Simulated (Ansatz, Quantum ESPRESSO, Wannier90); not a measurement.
# Ballistic channels from Wannier functions: armchair graphene ribbon, 5 dimer lines, part 6 of 6

How many channels does the wire offer, and does a small Wannier basis get them right? The wire: armchair graphene ribbon, 5 dimer lines.

Quantum ESPRESSO 7.5 and Wannier90 3.1.0; plane-wave DFT, PBE, GBRV ultrasoft pseudopotentials; cross-check by Ansatz 0.2.0 with PAW datasets.

So far. Step 6 (Wannier functions and transport): Disentanglement stopped at its cap on iterations, so these spreads are not final. Step 6 (Wannier functions and transport): At least 1 of the functions sits far from every atom, off the bonds: the outer window has let in states of the vacuum, so the basis is not the atomic one that was projected.

## 10. The same in Ansatz

As a check, the same structure is run in Ansatz.

Level of this step: plane-wave DFT, PBE, Ansatz PAW (Ansatz 0.2.0).

input.yaml reads:

```yaml
crystal:
  lattice:
    - [14.8069596737, 0.0, 0.0]
    - [0.0, 9.0, 0.0]
    - [0.0, 0.0, 4.26]
  atoms:
    - { symbol: C, position: [-0.083052571, 0.0, 0.0] }
    - { symbol: C, position: [0.083052571, 0.0, 0.0] }
    - { symbol: H, position: [-0.229856764, 0.0, 0.0387323944] }
    - { symbol: H, position: [0.229856764, 0.0, 0.0387323944] }
    - { symbol: C, position: [-0.166105143, 0.0, 0.1666666667] }
    - { symbol: C, position: [0.0, 0.0, 0.1666666667] }
    - { symbol: C, position: [0.166105143, 0.0, 0.1666666667] }
    - { symbol: C, position: [-0.166105143, 0.0, 0.5] }
    - { symbol: C, position: [0.0, 0.0, 0.5] }
    - { symbol: C, position: [0.166105143, 0.0, 0.5] }
    - { symbol: H, position: [-0.229856764, 0.0, 0.6279342723] }
    - { symbol: H, position: [0.229856764, 0.0, 0.6279342723] }
    - { symbol: C, position: [-0.083052571, 0.0, 0.6666666667] }
    - { symbol: C, position: [0.083052571, 0.0, 0.6666666667] }
kpoints:
  mp_grid: { grid: [1, 1, 16] }
hamiltonian:
  xc: pbe
scf:
  occupations: { method: fermi_dirac, width: 0.05 }
  convergence: { dr2_threshold: 1.0e-08 }
output:
  transmission:
    leads: [[0, 0]]
    e_range: [-4.0, 2.0]
    de: 0.05
    kmesh: [1, 1]
    reduced_basis: true
```

Started as:

```console
$ ansatz run input.yaml --threads 2 --pin off --max-ram 4096MiB --backend cpu --events-out ev --progress --plain --runs-dir out
```

Numbers of over 12 decimals in the logs are rounded to 6 here.

Output:

```text
Engine: ansatz 0.2.0, aarch64-unknown-linux-gnu
Pseudopotentials: kind: paw
Pseudopotential: C, paw, valence charge 4, recommended cutoff 420 eV (normal), C.paw.azcp
Pseudopotential: H, paw, valence charge 1, recommended cutoff 420 eV (normal), H.paw.azcp
Functional definition: PBE
  parameter kappa = 0.804
  parameter beta = 0.066725
  exchange = pbe_x(kappa = kappa, mu = beta*pi^2/3)
  correlation = pbe_c(beta = beta)
Crystal: 14 atoms, lattice volume = 567.699 Å³
Basis set: ecut = 420 eV, 11069 PW (Γ)
Bands: 36, of which v1, the nominal top of the filled ones, is band 22 counted from 1 (21 counted from 0)
Symmetry: 8 space group operations
Space group: Pmmm (ITA 47), of the structure as read, at distance tolerance 8.3e-5 Å
k-points: 9 of 16
Non-local potential: C, projectors of the file, l = 0: 2, l = 1: 2, l = 2: 1
Non-local potential: H, projectors of the file, l = 0: 2, l = 1: 1
PAW form: soft (Blöchl's): semilocal exchange-correlation on the pseudo side does not see the compensation charge
PAW one-centre angular grid: C, 110 points (default); XC on 64 Gauss nodes
PAW one-centre angular grid: H, 110 points (default); XC on 64 Gauss nodes
Initial density: superposition of atomic densities (neutral atoms: chi_scale 0, normalization atom), corrected by the library's trained network
Initial wavefunctions: pseudopotential atomic-orbital guess
Functional: x = pbe(κ = 0.804, μ = 0.219515), c = pbe(β = 0.066725)
SCF iter   1: F=—  HF=-2572.410085 eV  |F-HF|=—  |Δ(HF+E_count)|=         —  Δρ=2.14e-3  dr2=8.68e-2  ethr=1.77e-3  ⟨swp⟩=8.4  Hψ=1926  notcnv=0  defer=42
preconditioner: auto → Resta (q_TF=auto, 1.781 Å⁻¹)  ε∞=1.6  [insulator: Δε(μ)=0.341 eV  Ē_g=13.528 eV  σ=0.050 eV  W_gap=0.94  n_scr=54 (ndim 8)  ℏωp=10.3 eV  f_vac=0.727  D(μ)=0.16/eV (n_scr^D=0)  ε∞_Penn≈1.6  vacuum switching on, ρ_ref=1.3e-2 e/Å³]
SCF iter   2: F=—  HF=-2572.393729 eV  |F-HF|=—  |Δ(HF+E_count)|=   1.64e-2  Δρ=1.58e-3  dr2=1.85e-2  ethr=1.97e-4  ⟨swp⟩=2.4  Hψ=591  notcnv=0  defer=69
SCF iter   3: F=—  HF=-2572.391133 eV  |F-HF|=—  |Δ(HF+E_count)|=   2.60e-3  Δρ=6.59e-4  dr2=2.39e-3  ethr=4.21e-5  ⟨swp⟩=2.0  Hψ=452  notcnv=0  defer=69
SCF iter   4: F=—  HF=-2572.392186 eV  |F-HF|=—  |Δ(HF+E_count)|=   1.05e-3  Δρ=1.85e-4  dr2=2.03e-4  ethr=5.44e-6  ⟨swp⟩=3.1  Hψ=499  notcnv=0  defer=69
SCF iter   5: F=—  HF=-2572.392482 eV  |F-HF|=—  |Δ(HF+E_count)|=   2.96e-4  Δρ=4.76e-5  dr2=1.20e-5  ethr=4.60e-7  ⟨swp⟩=2.2  Hψ=476  notcnv=0  defer=69
SCF iter   6: F=—  HF=-2572.392491 eV  |F-HF|=—  |Δ(HF+E_count)|=   9.30e-6  Δρ=1.60e-5  dr2=1.20e-6  ethr=2.73e-8  ⟨swp⟩=2.0  Hψ=485  notcnv=0  defer=69
SCF iter   7: F=—  HF=-2572.392435 eV  |F-HF|=—  |Δ(HF+E_count)|=   5.64e-5  Δρ=3.28e-6  dr2=3.26e-8  ethr=2.73e-9  ⟨swp⟩=2.1  Hψ=499  notcnv=0  defer=69
SCF iter   8: F=-2572.392435 eV  HF=-2572.392435 eV  |F-HF|=1.77e-9  |Δ(HF+E_count)|=   7.05e-8  Δρ=5.58e-7  dr2=1.52e-9  ethr=2.27e-11  ⟨swp⟩=18.8  Hψ=2059  notcnv=0
SCF 1 converged in 8 iterations: F = -2572.392435 eV  dr2 = 1.52e-9
  greatest PAW one-centre occupation: 0.674 electrons in one spin orbital (limit 2), on the C atom at site 8 (counted from 0), in its partial waves of l = 0
transmission: 6 of 36 steps passed
transmission: 12 of 36 steps passed
[...]
transmission: 36 of 36 steps passed
SCF converged after 8 iterations
Free energy (F): -2572.392435 eV
Harris-Foulkes:  -2572.392435 eV  (|F-HF|=1.77e-9)
Internal energy: -2572.390747 eV  (E = F + TS)
E sigma→0 (E₀):  -2572.391591 eV
Entropy (-TS):   -0.001688 eV (-0.121 meV/atom)
Fermi energy:    -2.031382 eV
--- Per-component energies (eV) ---
  E_band       = -475.142522
  E_kinetic    = 959.927193
  E_local      = -9091.401964  (includes V_loc(G=0)·N_el)
  E_nonlocal   = 279.904035
  E_hartree    = 4042.596520
  E_xc         = -514.299586
  E_vxc        = -638.205799  (∫ρ·V_xc dr)
  E_paw        = -995.488047  (= ΣΔE_a)
  E_vpaw       = -70.555339  (= ΣTr[D̂ρ^β])
  E_aug_tail   = -0.005432  (compensation charges beyond the density's cutoff)
  E_ewald      = 2746.376536
  E_smearing   = -0.001688  (= −TS)
  E_closure    = -0.000000  (closes the sum)
  Σ components = -2572.392435   (vs F -2572.392435, Δ=0.00e0)
--- Band table (eV; the first three rows and the last of 9) ---
  k-point 0: bands = [... 18 lower, -5.5510, -4.8204, -3.6939, -2.2055, -1.8572, -0.6019, 0.8247, 0.9114, ... 10 higher]
  k-point 1: bands = [... 18 lower, -5.6049, -4.8074, -3.8590, -2.5412, -1.5376, -0.4157, 0.8553, 0.8562, ... 10 higher]
  k-point 2: bands = [... 18 lower, -5.7600, -4.7695, -4.2654, -3.0157, -1.1077, 0.0529, 0.7039, 0.9473, ... 10 higher]
  k-point 8: bands = [... 18 lower, -7.2971, -5.7637, -5.6981, -4.4159, -0.3730, 1.4068, 1.4955, 2.6450, ... 10 higher]
--- Transmission ---
  basis      : 1159 plane waves across, 6 finite elements along
  points     : 1, standing for a mesh of 1 x 1
  energies   : 121 from -4.000000 to 2.000000 eV about the Fermi level, 0.050000 eV apart; the leads are filled to 0.000000 eV, and channels, transmission and decay are at 0.000000 eV
  crystal 0  : C10H4, at the sites [0, 0], period 4.2600 Å: whole cells are its period
    offset         : up to 0.0000 Å between an atom of the period and one for which it stands
    channels       : 0.000000e0 a spin
    conductance    : none, the energies end too early or step too widely for 300 K: set another output.transmission.e_range or a lower de, or, where they end at an eighth of basis.ecutwfc, a higher one
    slowest decay  : 0.0340 /Å at (0.0000, 0.0000)
```

It took 11 min on 2 threads of Arm Neoverse N1, shared host; peak memory 0.87 GiB.

Read from the output:

```
free energy                                : -2572.3924 eV
energy at zero smearing                    : -2572.3916 eV
smearing term TS                           : 0.001688 eV
Fermi energy                               : -2.031 eV
symmetry operations                        : 8
lead channels at the Fermi level, one spin : 0
```

Per spin. Table of open channels by energy, zero at the Fermi level:

```
energy (eV)  open channels
    -4.0000              4
    -3.7500              3
    -3.5000              2
    -3.2500              2
    -3.0000              2
    -2.7500              3
    -2.5000              3
    -2.2500              2
    -2.0000              2
    -1.7500              2
    -1.5000              1
    -1.2500              1
    -1.0000              1
    -0.7500              1
    -0.5000              1
    -0.2500              1
     0.0000              0
     0.2500              1
     0.5000              1
     0.7500              1
     1.0000              1
     1.2500              1
     1.5000              2
     1.7500              3
     2.0000              3
```

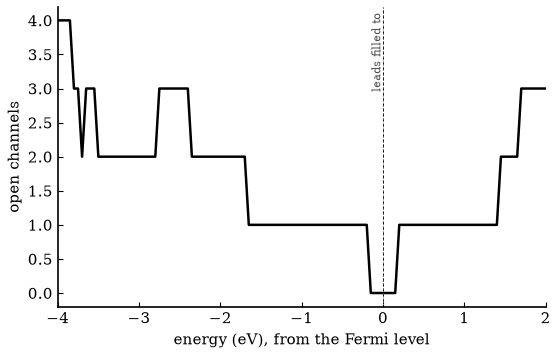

Open channels against energy.

## 11. Outcome

```yaml
open_channels_at_the_fermi_level_per_spin: 0
gap_in_the_conductance_to_one_step_of_the_energy_grid: 0.34 eV
total_spread: 23.0 Å²
gauge_invariant_spread: 20.2 Å²
largest_band_misfit_in_the_frozen_window: 0.00607 eV
channels_at_the_fermi_level_by_ansatz: 0
```

**Reading.** The wire has no channel at the Fermi level: its conductance has a gap of 0.34 eV. Between -2 and 0.8 eV the channel count from Wannier functions equals that from Ansatz's layer matching at 95 % of the energies; outside the frozen window the Wannier bands are not held to the plane-wave ones. Each plane-wave level in the frozen window has a Wannier level within 0.01 eV; this test doesn't see extra bands that a model may add. Disentanglement stopped at its cap on iterations, so the spreads are not final; the frozen states are kept all the same. At least one function lies in the vacuum, so the spreads don't describe atomic orbitals, though the frozen bands are still reproduced. The wire is perfect, so the conductance only counts bands: each channel, with its partner of the other spin, carries G₀ = 2e²/h. It was run without spin polarisation, which was not tested. It is as built, with forces up to 2.3 eV/Å; relaxing the bonds would move the band edges.

[Logs are printed without paths, hosts, clocks, repeated set-up lines and the standing remarks that a program may print on its own settings, such as how far it seeks lower states.]

[Hosts, paths, dates, database ids (printed as entryN), source tags and the programs' standing remarks are cut or masked in the printed files.]

[Maps of the electrostatic potential energy from Ansatz leave out the sawtooth potential of an applied field or a dipole correction, so their vacuum need not be flat; planar profiles and work functions include it.]
